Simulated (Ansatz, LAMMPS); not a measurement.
# Mg2+ triflate in trimethyl phosphate and diglyme, from a frame at 380 K (131 atoms): geometry optimisation

Aim: bring Mg2+ triflate in trimethyl phosphate and diglyme, from a frame at 380 K (131 atoms) to a nearby minimum of the energy and see what moves.

Calculated with Ansatz 0.2.0; Kohn-Sham DFT, PBEsol, PAW (set soft_2), plane waves.

## 1. Set-up

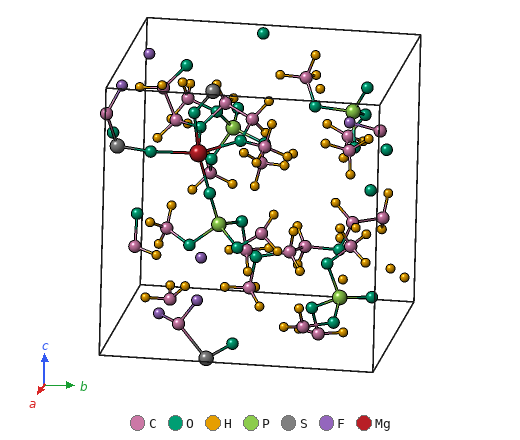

The starting structure, seen slightly off an axis (carbon pink, oxygen teal, hydrogen orange, phosphorus green, sulfur grey, fluorine purple, magnesium red). Bonds to atoms that aren't drawn are left out. Some periodic images of atoms are drawn too.

The cell holds 131 atoms: 26 C, 28 O, 64 H, 4 P, 2 S, 6 F and 1 Mg. Its edges and angles: a = 11.738 Å, b = 11.738 Å, c = 11.738 Å, α = 90.0°, β = 90.0°, γ = 90.0°. 4 trimethyl phosphate, 2 diglyme, 1 Mg2+, 2 triflate placed at random, at 1.18 g/cm³; overlaps pushed apart, then 10 ps at 550 K with divalent ions of Li, Roberts, Chakravorty and Merz (J. Chem. Theory Comput. 9, 2733 (2013)); MMFF94 bonds, angles, torsions, charges and radii (Halgren, J. Comput. Chem. 17, 490 (1996)) in harmonic and 12-6 forms; charges of ions scaled by 0.8. Snapshot after 30 ps at 380 K and fixed volume.

Before any run, some limits are plain. The network of contacts between molecules at the start is that of the classical potential that made the cell. The functional has no dispersion term, which matters for the binding between molecules or layers. The density was typed from a rule of thumb and may lie off the real one at this temperature. Only the Γ point is sampled, in a cell whose shortest periodic width is 12 Å.

## 2. Single point at the start

The forces at the start show how far the geometry lies from a minimum of this functional.

File input.yaml:

```yaml
crystal:
  lattice:
    - [11.73759, 0.0, 0.0]
    - [0.0, 11.73759, 0.0]
    - [0.0, 0.0, 11.73759]
  atoms:
    - { symbol: C, position: [0.23666, 0.01048, 0.20663] }
    - { symbol: O, position: [0.19304, 0.00937, 0.31775] }
    - { symbol: C, position: [0.13564, 0.89832, 0.3439] }
    - { symbol: C, position: [0.22499, 0.80079, 0.34369] }
    [... 121 atom lines left out ...]
    - { symbol: O, position: [0.91291, 0.31222, 0.90472] }
    - { symbol: C, position: [0.96637, 0.28155, 0.12693] }
    - { symbol: F, position: [0.88927, 0.19782, 0.14003] }
    - { symbol: F, position: [0.96189, 0.3463, 0.21771] }
    - { symbol: F, position: [0.06861, 0.22907, 0.13402] }
    - { symbol: Mg, position: [0.87651, 0.32526, 0.74454] }
kpoints:
  mp_grid: { grid: [1, 1, 1] }
hamiltonian:
  xc: pbesol
scf:
  occupations: { method: fermi_dirac, width: 0.025 }
output:
  forces: true
  stress: true
  populations: true
  dos:
    method: { smearing: { sigma: 0.08 } }
    de: 0.1
    projected: { site_lists: { C: [C], F: [F], H: [H], Mg: [Mg], O: [O] } }
  eigenvalues: true
```

The run is started by

```sh
ansatz run input.yaml --threads 4 --pin off --max-ram 8192MiB --backend cpu --events-out ev --progress --plain --runs-dir out
```

Elapsed: 27 s, on 4 threads of Arm Neoverse V1, shared host; peak memory 1.9 GiB; 1.7 min of CPU time.

Numbers from this run:

```yaml
free_energy: -34558.0066 eV
free_energy_per_atom: -263.8016 eV/atom
scf_cycles: 11
pressure: 0.5031 GPa
r_m_s_force_component: 1.022 eV/Å
longest_force: 4.811 eV/Å
fermi_energy: 1.543 eV
spacing_of_highest_filled_and_lowest_empty_level: 4.386 eV
spilling_of_the_projection: 0.01547
```

The r.m.s. force component of 1.0 eV/Å and the pressure of 0.50 GPa set the starting point.

Neighbours are counted within 1.34 Å (H-C), 1.73 Å (O-C), 2.08 Å (O-P), 1.93 Å (O-S), 2.42 Å (O-Mg), 1.85 Å (C-C), 1.62 Å (C-F), 2.21 Å (C-S).

Length of the force by element and coordination:

| element | coordination | atoms | mean length of the force (eV/Å) | spread | least | most |
| --- | --- | --- | --- | --- | --- | --- |
| C | all | 26 | 2.08 | 0.807 | 0.666 | 4.07 |
| F | all | 6 | 1.24 | 0.318 | 0.859 | 1.84 |
| H | all | 64 | 1.09 | 0.639 | 0.172 | 3.00 |
| Mg | all | 1 | 1.69 | 0 | 1.69 | 1.69 |
| O | all | 28 | 2.15 | 0.939 | 0.874 | 4.81 |
| O | 1 | 6 | 1.31 | 0.384 | 0.874 | 1.93 |
| O | 2 | 20 | 2.42 | 0.891 | 1.21 | 4.81 |
| O | 3 | 2 | 1.98 | 1.06 | 0.917 | 3.04 |
| P | all | 4 | 1.21 | 0.406 | 0.686 | 1.66 |
| S | all | 2 | 1.55 | 0.459 | 1.09 | 2.01 |

## 3. Relaxation

The atoms are relaxed in the fixed cell, aiming at the force tolerance of the input.

input.yaml, the sections that differ from step 2:

```yaml
output:
  forces: true
relax:
  f_tol: 0.05
  max_steps: 200
# crystal, kpoints, hamiltonian, scf: as in step 2
```

Elapsed: 7.4 min, on 4 threads; peak memory 1.9 GiB.

Relaxation path (22 of 40):

| step | energy less that of the first step (eV) | largest force component (eV/Å) |
| --- | --- | --- |
| 1 | 0.0000 | 3.5127 |
| 3 | -6.4173 | 0.6470 |
| 5 | -7.0240 | 0.2818 |
| 7 | -7.2581 | 0.2746 |
| 8 | -7.3130 | 0.4815 |
| 10 | -7.3975 | 0.5066 |
| 12 | -7.4510 | 0.3564 |
| 14 | -7.4890 | 0.2738 |
| 16 | -7.5177 | 0.3112 |
| 18 | -7.5442 | 0.3231 |
| 20 | -7.5697 | 0.3440 |
| 21 | -7.5814 | 0.3660 |
| 23 | -7.6041 | 0.3542 |
| 25 | -7.6267 | 0.2164 |
| 27 | -7.6400 | 0.1892 |
| 29 | -7.6499 | 0.0775 |
| 31 | -7.6540 | 0.0450 |
| 33 | -7.6577 | 0.0594 |
| 34 | -7.6593 | 0.0692 |
| 36 | -7.6613 | 0.0898 |
| 38 | -7.6629 | 0.0491 |
| 40 | -7.6634 | 0.0180 |

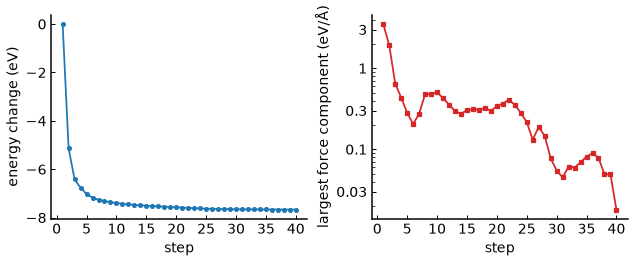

Energy and largest force along the relaxation.

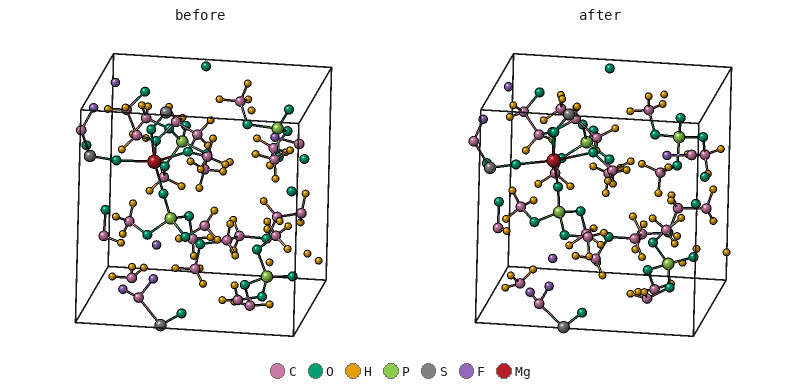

Before and after, at one scale. Bonds to atoms that aren't drawn are left out.

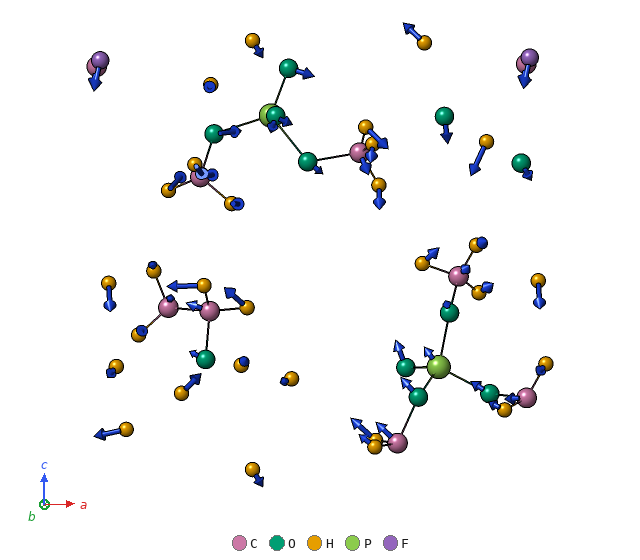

Displacements in the relaxation, scaled; the longest in the cell stands for 2.20 Å. Drawn is a slice 4 Å thick, seen along the normal of the ac plane. Bonds to atoms that aren't drawn are left out.

The atoms that moved most (Å):

| atom | dx | dy | dz | length |
| --- | --- | --- | --- | --- |
| H60 | 0.756 | 2.003 | 0.506 | 2.200 |
| H58 | 0.470 | 2.113 | -0.209 | 2.175 |
| C52 | 0.718 | 1.787 | -0.058 | 1.927 |
| H59 | 0.473 | 1.743 | -0.634 | 1.914 |
| H44 | -0.769 | 0.878 | -1.405 | 1.827 |
| H35 | 0.120 | -1.747 | -0.513 | 1.825 |
| H77 | -1.029 | -1.481 | 0.212 | 1.816 |
| H72 | -0.040 | -1.501 | -1.021 | 1.816 |

The relaxation changed the energy by -58.5 meV/atom, and atoms moved by 0.99 Å r.m.s., 2.2 Å at most.

## 4. Local order after relaxation

Bonds before and after, by the cutoffs listed below:

| pair | bonds before | bonds after | mean before (Å) | mean after (Å) | spread before (Å) | spread after (Å) |
| --- | --- | --- | --- | --- | --- | --- |
| H-C | 64 | 64 | 1.093 | 1.103 | 0.032 | 0.004 |
| O-C | 24 | 24 | 1.431 | 1.431 | 0.042 | 0.012 |
| O-P | 16 | 16 | 1.591 | 1.556 | 0.061 | 0.046 |
| O-S | 6 | 6 | 1.460 | 1.461 | 0.021 | 0.012 |
| O-Mg | 6 | 6 | 2.041 | 2.079 | 0.171 | 0.055 |
| C-C | 4 | 4 | 1.535 | 1.512 | 0.038 | 0.009 |
| C-F | 6 | 6 | 1.347 | 1.341 | 0.019 | 0.006 |
| C-S | 2 | 2 | 1.892 | 1.857 | 0.015 | 0.000 |

Density 1.18 g/cm³, 12.34 Å³ an atom.

Pair distribution functions g(r), in bins of 0.2 Å:

| r (Å) | total | H-H | H-O | H-C | H-F | H-P | H-S |
| --- | --- | --- | --- | --- | --- | --- | --- |
| 1.00 | 1.10 | 0.00 | 0.00 | 5.70 | 0.00 | 0.00 | 0.00 |
| 1.20 | 2.79 | 0.00 | 0.00 | 14.35 | 0.00 | 0.00 | 0.00 |
| 1.40 | 1.49 | 0.00 | 0.00 | 0.00 | 0.00 | 0.00 | 0.00 |
| 1.60 | 0.49 | 0.00 | 0.00 | 0.00 | 0.00 | 0.00 | 0.00 |
| 1.80 | 1.34 | 5.45 | 0.00 | 0.00 | 0.00 | 0.00 | 0.00 |
| 2.00 | 1.02 | 0.00 | 4.57 | 0.00 | 0.00 | 0.00 | 0.00 |
| 2.20 | 0.60 | 0.07 | 0.94 | 1.33 | 0.00 | 0.00 | 0.00 |
| 2.40 | 0.76 | 0.99 | 0.69 | 0.13 | 0.00 | 0.00 | 0.00 |
| 2.60 | 1.14 | 0.94 | 1.12 | 0.96 | 0.74 | 0.35 | 0.00 |
| 2.80 | 0.69 | 0.72 | 1.27 | 0.38 | 1.30 | 3.84 | 0.00 |
| 3.00 | 0.93 | 1.23 | 0.60 | 0.38 | 0.20 | 2.54 | 1.65 |
| 3.20 | 0.80 | 0.73 | 0.60 | 1.23 | 0.32 | 0.72 | 0.95 |
| 3.40 | 0.89 | 0.79 | 0.90 | 1.09 | 0.87 | 2.33 | 1.29 |
| 3.60 | 0.74 | 0.81 | 0.53 | 1.01 | 0.64 | 1.39 | 0.40 |
| 3.80 | 1.04 | 1.11 | 1.06 | 0.91 | 0.92 | 0.87 | 1.01 |
| 4.00 | 0.97 | 1.18 | 1.01 | 1.16 | 0.63 | 0.63 | 1.24 |
| 4.20 | 1.09 | 1.15 | 1.45 | 0.94 | 1.15 | 0.72 | 0.86 |
| 4.40 | 1.12 | 1.12 | 1.35 | 0.90 | 1.47 | 0.25 | 0.78 |
| 4.60 | 1.02 | 1.02 | 0.94 | 1.38 | 0.86 | 0.71 | 1.91 |
| 4.80 | 0.99 | 1.01 | 0.84 | 1.12 | 1.15 | 0.88 | 1.11 |
| 5.00 | 0.96 | 0.92 | 1.02 | 1.12 | 0.87 | 0.81 | 1.59 |
| 5.20 | 1.00 | 0.96 | 0.92 | 1.05 | 1.43 | 1.03 | 0.55 |
| 5.40 | 1.05 | 1.12 | 0.90 | 0.97 | 1.15 | 1.04 | 1.38 |
| 5.60 | 0.93 | 1.11 | 0.83 | 0.74 | 0.96 | 1.62 | 1.11 |
| 5.80 | 1.09 | 1.04 | 0.98 | 1.13 | 1.14 | 0.90 | 0.45 |

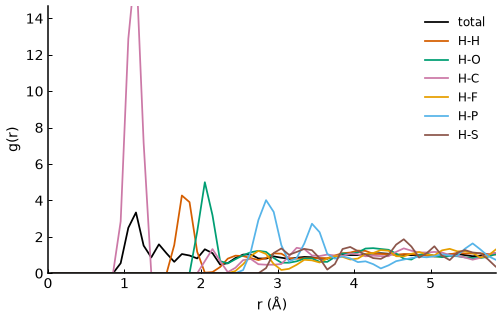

Pair distribution functions, lightly smoothed, with peaks cut at 14.

Bonds by pair of elements; cutoffs follow the first minimum of g(r), held within bounds set by covalent radii, and pairs that aren't listed don't count as bonded:

| pair A-B | cutoff (Å) | bonds | mean length (Å) | spread (Å) | shortest (Å) | B about A | A about B |
| --- | --- | --- | --- | --- | --- | --- | --- |
| H-C | 1.34 | 64 | 1.10 | 0.004 | 1.10 | 1 | 2.46 |
| O-C | 1.73 | 24 | 1.43 | 0.012 | 1.41 | 0.857 | 0.923 |
| O-P | 2.02 | 16 | 1.56 | 0.046 | 1.47 | 0.571 | 4 |
| O-S | 1.88 | 6 | 1.46 | 0.012 | 1.45 | 0.214 | 3 |
| O-Mg | 2.58 | 6 | 2.08 | 0.055 | 2.02 | 0.214 | 6 |
| C-C | 1.85 | 4 | 1.51 | 0.009 | 1.50 | 0.308 | 0.308 |
| C-F | 1.62 | 6 | 1.34 | 0.006 | 1.33 | 0.231 | 1 |
| C-S | 2.21 | 2 | 1.86 | 0 | 1.86 | 0.077 | 1 |

How many atoms have how many bonded neighbours:

| element | mean | 1 | 2 | 3 | 4 | 6 |
| --- | --- | --- | --- | --- | --- | --- |
| C | 4 | 0 | 0 | 0 | 26 | 0 |
| F | 1 | 6 | 0 | 0 | 0 | 0 |
| H | 1 | 64 | 0 | 0 | 0 | 0 |
| Mg | 6 | 0 | 0 | 0 | 0 | 1 |
| O | 1.86 | 6 | 20 | 2 | 0 | 0 |
| P | 4 | 0 | 0 | 0 | 4 | 0 |
| S | 4 | 0 | 0 | 0 | 2 | 0 |

Bond angles, per cent of each kind in bins of 5°:

| angle (°) | H-C-O | H-C-H | O-P-O | C-C-H | O-Mg-O |
| --- | --- | --- | --- | --- | --- |
| 75–80 | 0.0 | 0.0 | 0.0 | 0.0 | 6.7 |
| 80–85 | 0.0 | 0.0 | 0.0 | 0.0 | 6.7 |
| 85–90 | 0.0 | 0.0 | 0.0 | 0.0 | 20.0 |
| 90–95 | 0.0 | 0.0 | 0.0 | 0.0 | 46.7 |
| 95–100 | 0.0 | 0.0 | 8.3 | 0.0 | 0.0 |
| 100–105 | 0.0 | 0.0 | 16.7 | 0.0 | 0.0 |
| 105–110 | 53.1 | 73.2 | 33.3 | 68.8 | 0.0 |
| 110–115 | 46.9 | 26.8 | 16.7 | 31.2 | 0.0 |
| 115–120 | 0.0 | 0.0 | 25.0 | 0.0 | 0.0 |
| 120–125 | 0.0 | 0.0 | 0.0 | 0.0 | 0.0 |
| 125–130 | 0.0 | 0.0 | 0.0 | 0.0 | 0.0 |
| 130–135 | 0.0 | 0.0 | 0.0 | 0.0 | 0.0 |
| 135–140 | 0.0 | 0.0 | 0.0 | 0.0 | 0.0 |
| 140–145 | 0.0 | 0.0 | 0.0 | 0.0 | 0.0 |
| 145–150 | 0.0 | 0.0 | 0.0 | 0.0 | 0.0 |
| 150–155 | 0.0 | 0.0 | 0.0 | 0.0 | 0.0 |
| 155–160 | 0.0 | 0.0 | 0.0 | 0.0 | 0.0 |
| 160–165 | 0.0 | 0.0 | 0.0 | 0.0 | 0.0 |
| 165–170 | 0.0 | 0.0 | 0.0 | 0.0 | 0.0 |
| 170–175 | 0.0 | 0.0 | 0.0 | 0.0 | 20.0 |

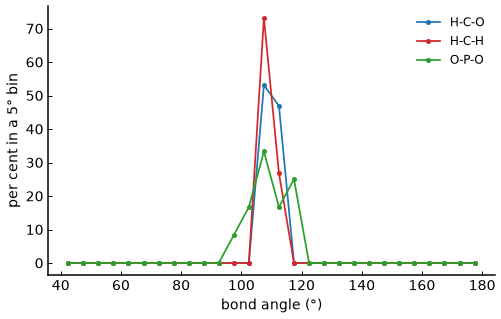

Distributions of the most common bond angles.

Bond angles (no mean is given where the spread exceeds 20°):

| angle | count | mean (°) | spread (°) |
| --- | --- | --- | --- |
| H-C-O | 64 | 109 | 1.9 |
| H-C-H | 56 | 109 | 0.9 |
| O-P-O | 24 | 109 | 6.3 |
| C-C-H | 16 | 110 | 1.1 |
| O-Mg-O | 15 | - | - |

Bond length by coordination (bonds to H left out):

| element | coordination | atoms | mean bond length (Å) |
| --- | --- | --- | --- |
| O | 1 | 6 | 1.46 |
| O | 2 | 20 | 1.54 |
| O | 3 | 2 | 1.67 |

For some of the pairs, g(r) has its first main peak near 1.8 Å (H-H), 2.1 Å (H-O), 1.1 Å (H-C), 2.7 Å (H-F), 2.9 Å (H-P) and 3.0 Å (H-S). With the cutoffs above, all C atoms have 4, all F atoms have 1, all H atoms have 1 and all Mg atoms have 6 bonded neighbours. The H-C-O angle averages 109° with a spread of 1.9°.

(Continued in part 2 of 2.)

[Logs are printed without paths, hosts, clocks, repeated set-up lines and the standing remarks that a program may print on its own settings, such as how far it seeks lower states.]

[Hosts, paths, dates, database ids (printed as entryN), source tags and the programs' standing remarks are cut or masked in the printed files.]

[The MMFF94 radii named for the starting cell were scaled by 0.96; in molecules described by MMFF94, hydrogen bound to N, O or S took a small fixed 12-6 site in their place.]
